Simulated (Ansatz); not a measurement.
**PH2+ (triplet): inputs that go wrong at scale of all distances = 0.881**

4 inputs are run for PH2+ (triplet) as typed; the log has to tell whether the result can be used and what must change.

Computed with Ansatz 0.2.0, Gaussian basis. Level: the settings change from run to run.

10 further runs of the same task are left out: 5 that didn't finish, 5 set aside as unsound or not needed.

## Step 1: What is computed

The geometry derives from a PBE0/def2-TZVP stationary point (not a proven minimum). All distances are scaled together.

3 atoms, charge 1, spin multiplicity 3.

Atoms are counted from 1 here; the program's logs count them from 0.

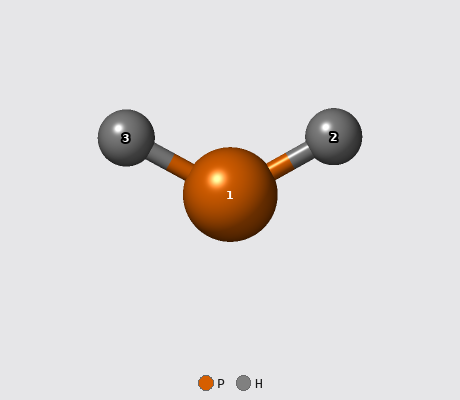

The geometry (phosphorus orange, hydrogen grey); atoms are numbered from 1 in the order of the file.

## Step 2: Input 1

in.yaml

```yaml
crystal:
  periodic: [false, false, false]
  atoms:
    - {symbol: P, position_ang: [0.000000, -0.036837, 0.000000]}
    - {symbol: H, position_ang: [0.000000, 0.566000, -1.092192]}
    - {symbol: H, position_ang: [0.000000, 0.566000, 1.092192]}
basis:
  gaussian: {orbitals: 6-31G, fitting: {mean_field: def2-universal-jkfit}}
total_charge: 1
magnetization: {spin_polarized: false, initial_magnetization: 2}
correlation: {method: sc_nevpt2, electrons: outside_noble_gas, active_space: {window: {electrons: 2, orbitals: 9}}}
output: {forces: true}
```

Launch:

```
$ ansatz run in.yaml --threads 1 --pin off --events-out ev --progress --plain --max-ram 2393MiB
```

Output:

```text
Functional definition: HF
  name "HF"
  cite "Fock, Z. Phys. 61, 126 (1930) doi:10.1007/BF01340294"
  parent pbe
  exchange = exact_x
  correlation = 0
164 factors; integrals over basis functions are off by at most 5.1e-2 eV
mean field evaluation 1: about -9290.8139 eV, gradient 7.1e0 eV
mean field evaluation 2: about -9291.1338 eV, gradient 1.3e0 eV
mean field evaluation 4: about -9291.1484 eV, gradient 3.2e-4 eV
mean field -9291.14841240 eV, -341.4434063890 hartree, gradient 2.0e-6 eV, S^2 2.000000; 0 other end points of the search recorded, 0 dependent functions left out
reference -9291.14841240 eV, -341.4434063890 hartree; 9, 7 occupied and 8, 10 virtual orbitals, 164 factors
state -9291.16872124 eV, -341.4441527251 hartree
state -9291.16872124 eV, -341.4441527251 hartree; corrected -9291.97163806 eV, -341.4736593740 hartree
WARN: 5 active orbitals are nearly empty or full. The corrections depend on them more than the energy does, and are more stable in an active space without them
the calculation of the forces begins
Error: an active orbital is full or empty, and SC-NEVPT2 has no forces then: leave it out of the active space
```

Wall time 0.24 s (1 thread of Arm Neoverse V1, shared host).

**Diagnosis.** The run stopped with an error. It says: «an active orbital is full or empty, and SC-NEVPT2 has no forces then: leave it out of the active space». Cure: drop the forces, or choose an active space whose orbitals are all partly filled.

## Step 3: Input 2

in.yaml

```yaml
crystal:
  periodic: [false, false, false]
  atoms:
    - {symbol: P, position_ang: [0.000000, -0.036837, 0.000000]}
    - {symbol: H, position_ang: [0.000000, 0.566000, -1.092192]}
    - {symbol: H, position_ang: [0.000000, 0.566000, 1.092192]}
basis:
  gaussian: {orbitals: def2-mTZVP, fitting: {mean_field: def2-universal-jkfit}}
total_charge: 1
magnetization: {spin_polarized: false, initial_magnetization: 2}
correlation: {method: fic_mrcisd_q, electrons: valence, active_space: {window: {electrons: 4, orbitals: 4}, states: [{multiplicity: 4, weights: [1, 1, 1, 1, 1, 1, 1, 1, 1, 1, 1, 1, 1, 1, 1, 1, 1, 1, 1, 1, 1, 1, 1, 1, 1, 1, 1, 1, 1, 1]}]}}
accuracy: high
scf: {lower_state_search: off}
```

Launched as before.

Output:

```text
Functional definition: HF
  name "HF"
  cite "Fock, Z. Phys. 61, 126 (1930) doi:10.1007/BF01340294"
  parent pbe
  exchange = exact_x
  correlation = 0
these checks for a lower state are left out or cut short: stability, starts, cluster_reference, orbital_swaps, neighbouring_geometries, increment
164 factors; integrals over basis functions are off by at most 4.2e-1 eV
mean field evaluation 1: about -9292.0882 eV, gradient 9.2e0 eV
mean field evaluation 2: about -9292.6032 eV, gradient 2.4e0 eV
mean field evaluation 4: about -9292.6678 eV, gradient 1.0e-1 eV
mean field -9292.66795648 eV, -341.4992486041 hartree, gradient 1.0e-8 eV, S^2 2.000000; 0 other end points of the search recorded, 0 dependent functions left out
reference -9292.66795648 eV, -341.4992486041 hartree; 9, 7 occupied and 19, 21 virtual orbitals, 164 factors
Error: 4 electrons in 4 orbitals have no state of multiplicity 4
```

Run time: 0.09 s. Hardware: 1 thread of Arm Neoverse V1, shared host.

What is wrong: The run stopped with an error. The list of states asked for (weights, spin or count) can't be met. Fix: mend what the message names.

## Step 4: Input 3

in.yaml

```yaml
crystal:
  periodic: [false, false, false]
  atoms:
    - {symbol: P, position_ang: [0.000000, -0.036837, 0.000000]}
    - {symbol: H, position_ang: [0.000000, 0.566000, -1.092192]}
    - {symbol: H, position_ang: [0.000000, 0.566000, 1.092192]}
basis:
  gaussian: {orbitals: def2-mTZVP}
total_charge: 1
magnetization: {spin_polarized: true, initial_magnetization: 3}
correlation: {method: ccsd_t, electrons: outside_noble_gas}
output: {forces: true}
```

The command is unchanged.

Output:

```text
Error: a molecule whose nuclei and cores have a total charge of 17 cannot have a net charge of 1 together with 3 unpaired electrons
```

Wall time 0.03 s (1 thread of Arm Neoverse V1, shared host).

Diagnosis: The run was refused. The number of unpaired electrons doesn't fit the electron count. To mend it, make charge and initial_magnetization agree.

## Step 5: Input 4

in.yaml

```yaml
crystal:
  periodic: [false, false, false]
  atoms:
    - {symbol: P, position_ang: [0.000000, -0.036837, 0.000000]}
    - {symbol: H, position_ang: [0.000000, 0.566000, -1.092192]}
    - {symbol: H, position_ang: [0.000000, 0.566000, 1.092192]}
basis:
  gaussian: {orbitals: cc-pVDZ}
total_charge: 1
magnetization: {spin_polarized: false, initial_magnetization: 2}
correlation: {method: fic_mrcisd_q, electrons: valence, active_space: {window: {electrons: 2, orbitals: 1}}}
accuracy: high
```

Launched as before.

Output:

```text
Functional definition: HF
  name "HF"
  cite "Fock, Z. Phys. 61, 126 (1930) doi:10.1007/BF01340294"
  parent pbe
  exchange = exact_x
  correlation = 0
547 factors; integrals over basis functions are off by at most 3.2e-9 eV
mean field evaluation 1: about -9292.0892 eV, gradient 8.1e0 eV
mean field evaluation 2: about -9292.0970 eV, gradient 8.1e0 eV
mean field evaluation 4: about -9292.6355 eV, gradient 5.3e-1 eV
mean field evaluation 8: about -9292.6395 eV, gradient 3.7e-4 eV
mean field -9292.63952856 eV, -341.4982038972 hartree, gradient 1.4e-8 eV, S^2 2.000000; 0 other end points of the search recorded, 0 dependent functions left out
reference -9292.63952856 eV, -341.4982038972 hartree; 9, 7 occupied and 19, 21 virtual orbitals, 547 factors
Error: 2 electrons in 1 orbitals form no window around the highest filled level of the reference
```

It took 0.24 s on 1 thread of Arm Neoverse V1, shared host.

What is wrong: The run stopped with an error. The active window can't be built from these electrons and orbitals. To mend it, choose counts that fit the spin, the electrons and the basis.

## Step 6: Summary

```
input                      level                ended                                                                                                   cause    time
    1          NEVPT2(2,9)/6-31G  stopped by an error  an active orbital is full or empty, and SC-NEVPT2 has no forces then: leave it out of the active space  0.24 s
    2   MRCISD+Q(4,4)/def2-mTZVP  stopped by an error                                      the list of states asked for (weights, spin or count) can't be met  0.09 s
    3  CCSD(T) on UHF/def2-mTZVP              refused                                         the number of unpaired electrons doesn't fit the electron count  0.03 s
    4      MRCISD+Q(2,1)/cc-pVDZ  stopped by an error                                      the active window can't be built from these electrons and orbitals  0.24 s
```

3 stopped by an error, 1 refused.
